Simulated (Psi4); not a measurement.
# BH3 (SMILES B): B2PLYP/cc-pVQZ-F12 (density fitting, density fitting for correlation, sweep point 3)

What is the energy change on altering one bond length of BH3 at B2PLYP/cc-pVQZ-F12 (density fitting, density fitting for correlation, sweep point 3)? 

Program for the calculation: Psi4 1.11.

## Step 1: The structure to begin with

BH3 has 4 atoms, charge 0, and is taken as a singlet. SMILES: `B`. The coordinates come from a PBE0-D4/def2-TZVP relaxation.

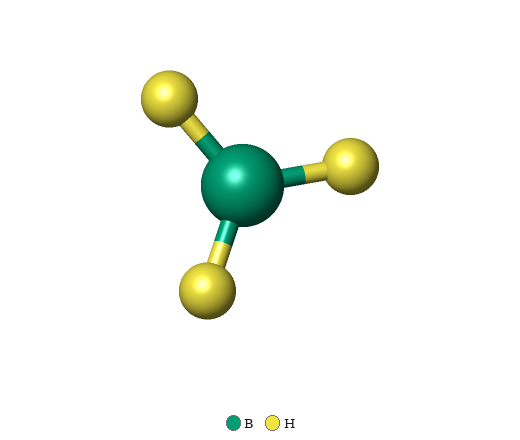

Viewed from a chosen angle; boron teal, hydrogen yellow.

## Step 2: The energy at B2PLYP/cc-pVQZ-F12 (density fitting, density fitting for correlation, sweep point 3)

The input, input.dat:

```
memory 1.6 GB

molecule geom {
  B      0.02626719    -0.02853486    -0.00963760
  H      1.85608900     0.72130846     1.07487622
  H     -0.52194236    -2.21438107     0.08125822
  H     -1.25553404     1.40765699    -1.18466931
  units au
  symmetry c1
}

set {
  basis                cc-pVQZ-F12
  puream               true
  scf_type             df
  dft_radial_points    99
  dft_spherical_points 590
  num_frozen_docc      1
}

E, wfn = energy("b2plyp", return_wfn=True)
print_variables()
```

Launch:

```
$ psi4 input.dat output.dat -n 1
```

output.dat:

```text
[...]
  Running in c1 symmetry.
[...]
  Nuclear repulsion =    7.418838237178044
[...]
  Multiplicity = 1
[...]
  Nalpha       = 4
  Nbeta        = 4
[...]
    Number of basis functions: 189
[...]
   @DF-RKS iter   1:   -26.52204844679961   -6.23515e-01   1.00972e-03 DIIS/ADIIS
[...]
   @DF-RKS iter   5:   -26.54627371898513   -2.92270e-07   2.43860e-07 DIIS
[...]
    Orbital Energies [Eh]
    ---------------------
    Doubly Occupied:
       1A     -7.120440     2A     -0.595379     3A     -0.415962
       4A     -0.415952
[...]
  @DF-RKS Final Energy:   -26.54627371898513
   => Energetics <=
    Nuclear Repulsion Energy =              7.4188382371780444
    One-Electron Energy =                 -49.0627503830616263
    Two-Electron Energy =                  17.5564421032931577
    DFT Exchange-Correlation Energy =      -2.4588036763947088
    Empirical Dispersion Energy =           0.0000000000000000
    VV10 Nonlocal Energy =                  0.0000000000000000
    Total Energy =                        -26.5462737189851339
[...]
 Multipole Moments:
 ------------------------------------------------------------------------------------
     Multipole            Electronic (a.u.)      Nuclear  (a.u.)        Total (a.u.)
 ------------------------------------------------------------------------------------
 L = 1.  Multiply by 2.5417464519 to convert [e a0] to [Debye]
 Dipole X            :          0.0001058           -0.0000804            0.0000254
 Dipole Y            :         -0.0000932            0.0000804           -0.0000128
 Dipole Z            :         -0.0002258            0.0001608           -0.0000650
 Magnitude           :                                                    0.0000710
[...]
```

Run time: 13 s. Hardware: 1 thread of Intel Xeon Platinum 8488C (Sapphire Rapids), shared host; peak memory 0.97 GiB.

## Step 3: The distorted shape at the same level

The input, bh3.dat:

```
memory 1600 MB

molecule {
  B      0.28258209    -0.31572221     0.22532716
  H      2.11240389     0.43412111     1.30984099
  H     -0.26562746    -2.50156842     0.31622299
  H     -1.25553404     1.40765699    -1.18466931
  units au
  symmetry c1
}

set basis cc-pVQZ-F12
set puream true
set scf_type df
set dft_radial_points 99
set dft_spherical_points 590
set num_frozen_docc 1

e_tot, wfn = energy('b2plyp', return_wfn=True)
```

Launch:

```
$ psi4 -i bh3.dat -o bh3.out -n 1
```

bh3.out:

```text
[...]
  Running in c1 symmetry.
[...]
  Nuclear repulsion =    7.002216399834445
[...]
  Multiplicity = 1
[...]
  Nalpha       = 4
  Nbeta        = 4
[...]
    Number of basis functions: 189
[...]
   @DF-RKS iter   1:   -26.50716306684415   -6.45161e-01   8.93158e-04 DIIS/ADIIS
[...]
   @DF-RKS iter   5:   -26.52720374571791   -4.27244e-07   3.49964e-07 DIIS
[...]
    Orbital Energies [Eh]
    ---------------------
    Doubly Occupied:
       1A     -7.147258     2A     -0.587324     3A     -0.423869
       4A     -0.386503
[...]
  @DF-RKS Final Energy:   -26.52720374571791
   => Energetics <=
    Nuclear Repulsion Energy =              7.0022163998344453
    One-Electron Energy =                 -48.2177432089550777
    Two-Electron Energy =                  17.1177061936232171
    DFT Exchange-Correlation Energy =      -2.4293831302204909
    Empirical Dispersion Energy =           0.0000000000000000
    VV10 Nonlocal Energy =                  0.0000000000000000
    Total Energy =                        -26.5272037457179053
[...]
 Multipole Moments:
 ------------------------------------------------------------------------------------
     Multipole            Electronic (a.u.)      Nuclear  (a.u.)        Total (a.u.)
 ------------------------------------------------------------------------------------
 L = 1.  Multiply by 2.5417464519 to convert [e a0] to [Debye]
 Dipole X            :          0.1930579           -0.1091284            0.0839295
 Dipole Y            :         -0.2162846            0.1222629           -0.0940217
 Dipole Z            :          0.1766670           -0.0998039            0.0768631
 Magnitude           :                                                    0.1476218
[...]
```

Wall time 13 s (1 thread of Intel Xeon Platinum 8488C (Sapphire Rapids), shared host); peak memory 0.95 GiB.

## Step 4: Summary of results

At B2PLYP/cc-pVQZ-F12 (density fitting, density fitting for correlation, sweep point 3), 1 core orbital frozen:

| quantity | value |
| --- | --- |
| first shape: total energy | -26.58530 Eh |
| first shape: HOMO energy (SCF part's orbitals) | -11.32 eV |
| first shape: LUMO energy (SCF part's orbitals) | -0.71 eV |
| first shape: HOMO–LUMO gap (SCF part's orbitals) | 10.61 eV |
| distorted shape: total energy | -26.56666 Eh |
| distorted shape: HOMO energy (SCF part's orbitals) | -10.52 eV |
| distorted shape: LUMO energy (SCF part's orbitals) | -0.80 eV |
| distorted shape: HOMO–LUMO gap (SCF part's orbitals) | 9.72 eV |
| energy change with the B1–H4 bond stretched from 1.193 to 1.432 Å | 0.507 eV |

**Reading.** With the B1–H4 bond stretched from 1.193 to 1.432 Å the energy rises by 0.51 eV (48.9 kJ/mol). The first shape isn't relaxed at this level, so the change isn't measured from a minimum.
